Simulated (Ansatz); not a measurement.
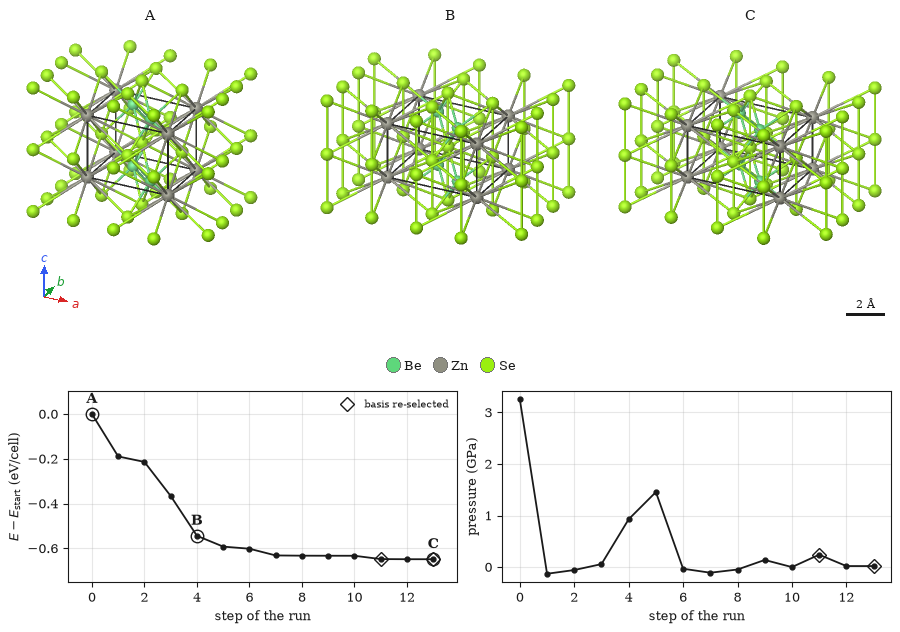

Frames of a relaxation of solid Be$_{2}$ZnSe$_{3}$ (a generated structure, set up in P6/mmm), marked on the history of the run. Style: ball-and-stick. Shown: the cell of the calculation, slightly off an axis.

All numbers below come from Ansatz, DFT PBE, scalar-relativistic, plane waves, PAW. Settings: plane-wave cutoff 420 eV; k-point mesh 6 × 6 × 12; occupations gaussian; smearing width 0.1 eV; no spin polarisation; cell and atoms relaxed; force threshold 0.01 eV/Å; at most 80 steps.

**What happens along the run?**

The energy falls by 0.649 eV per cell of the calculation in 11 accepted moves (13 points after the start). All forces vanish by symmetry, so only the cell relaxes. The pressure goes from 3.25 to 0.02 GPa. The SCF was repeated twice at an unchanged geometry on a basis and grid sized afresh for the cell, which shifted the energy by 14.8 meV per cell of the calculation at most. No atom moves by more than 0.005 Å relative to the cell. The volume changes by +10.1 %, with a = b 6.047 → 6.945 Å (+14.9 %), c 3.396 → 2.834 Å (−16.5 %). Near-neighbour distances that change, for instance: Se–Se 3.396 → 2.834 Å, Se–Se 3.023 → 3.473 Å, Se–Zn 3.468 → 3.751 Å, Be–Se 2.435 → 2.455 Å. Bond angles that change, for instance: Be–Se–Be 88.4° → 70.5°, Se–Be–Se 88.4° → 70.5°, Be–Se–Be 91.6° → 109.5°. The space group stays P6/mmm (No. 191). Cost: 63 s on 1 thread of AMD EPYC 9R45 96-Core Processor (Zen 5), on a shared host, peak memory 0.59 GiB. From step 0 to 4: volume +6.7 %, energy −0.544 eV per cell of the calculation. From step 4 to 13: volume +3.2 %, energy −0.105 eV per cell of the calculation.
